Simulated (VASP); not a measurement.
Band structure of Ti3Be (space group Pm-3m). All values below come from PBE GGA, VASP's PBE PAW potentials (set 64) (plane waves; VASP).

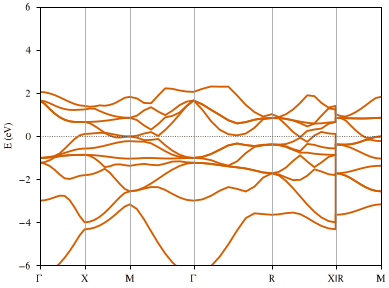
Figure: Bands along high-symmetry lines, zero at the valence-band maximum or, without a gap, the Fermi level

Read the plot: is there a gap, and where are the band edges?

It has no gap at this level: it comes out as a metal or semimetal.

The structure was generated: Ti3Be was put into an ordered model structure, which need not be its known phase. The cell was not relaxed at this level.
